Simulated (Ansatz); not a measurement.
Fields on a plane of ZrSe2 (CdI2 type)

```
ZrSe2
1.0
    3.73508     0.00000     0.00000
   -1.86754     3.23468     0.00000
    0.00000     0.00000     6.03154
Zr Se
1 2
Direct
  0.00000   0.00000   0.00000
  0.33333   0.66667   0.26507
  0.66667   0.33333   0.73493
```

The slice is a (-1 1 0 2) plane (indices of the conventional cell) through the point (0.667, 0.333, 0.735) (fractional), spanned by u = [110] and v = [1 -1 1] in vectors of this cell: u (3.74 Å) and v (8.84 Å, at 90° to u). It covers one period; positions are fractions (u, v).

Atoms on it: Se at (0.00, 0.00). Other atoms lie within 1 Å of the plane.

These are PBE-D3(BJ) (plane waves to 420 eV, PAW, scalar-relativistic; Ansatz, a program for electronic structure) values and carry that method's errors. k mesh 14×14×8. These are valence fields of a PAW run, semicore shells included where kept as valence: close to a nucleus they are smooth pseudo fields. At this level the bands of ZrSe2 touch or barely overlap; measurements give the solid a gap. ZrSe2 is run without spin polarisation. ZrSe2 was relaxed with its symmetry unable to fall.

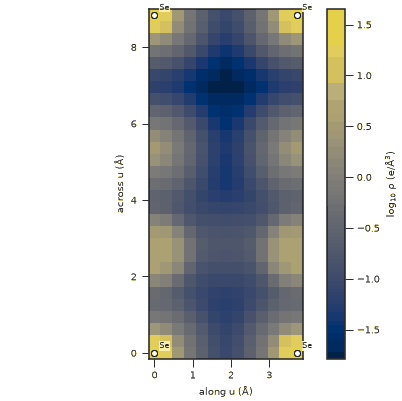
Figure: Log₁₀ of the valence density in e/Å³, one period of the plane, atoms marked. The scale is logarithmic, as a density can span decades between atoms and voids.

```
v \ u  0.00  0.17  0.33  0.50  0.67  0.83
-----  ----  ----  ----  ----  ----  ----
0.96      x  0.78  0.71  0.11  0.71  0.78
0.86   0.68  0.56  0.15  0.03  0.15  0.56
0.75   0.48  0.30  0.05  0.01  0.05  0.30
0.64   0.82  0.82  0.50  0.04  0.50  0.82
0.54   0.81  0.77  0.38  0.04  0.38  0.77
0.43   0.18  0.11  0.11  0.17  0.11  0.11
0.32      x  0.80  0.13  0.40  0.13  0.80
0.21   0.69  0.24  0.07  0.18  0.07  0.24
0.11   0.77  0.74  0.42  0.08  0.42  0.74
0.00      x  0.72  0.71  0.13  0.71  0.72
```

Values: electron localisation function (ELF). Points within 0.5 Å of a nucleus are blanked (x), as the pseudised field means little there.
